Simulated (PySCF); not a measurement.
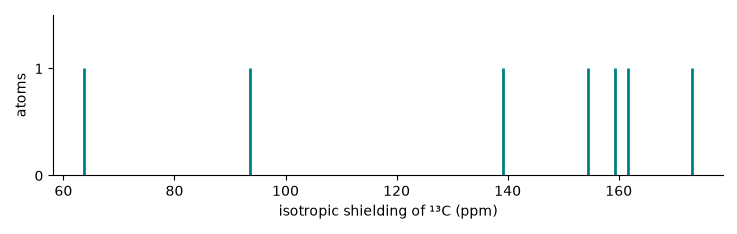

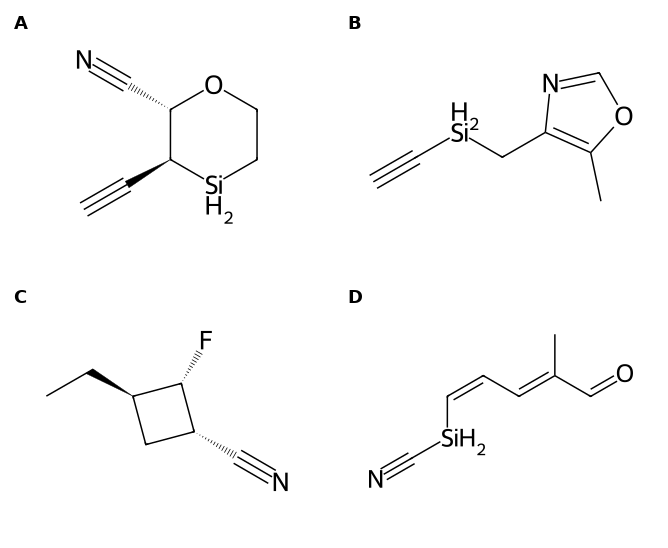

The sticks are computed shieldings of one of the molecules, for one fixed geometry (GFN2-xTB) without averaging over rotations. Low shielding means a high chemical shift. Method: GIAO PBE0/pcSseg-1 NMR shielding, non-relativistic, gas phase (PySCF 2.14.0).

### Match the spectrum to a structure.

C, `CC[C@@H]1C[C@@H](C#N)[C@H]1F`. Its 7 C atoms give lines at 63.6, 93.7, 139.2, 154.5, 159.3, 161.6, 173.3 ppm.

The geometry is semi-empirical. Around Si such bond lengths and angles can be off by a tenth of an ångström or more and by several degrees, and values that hang on the shape move with them.
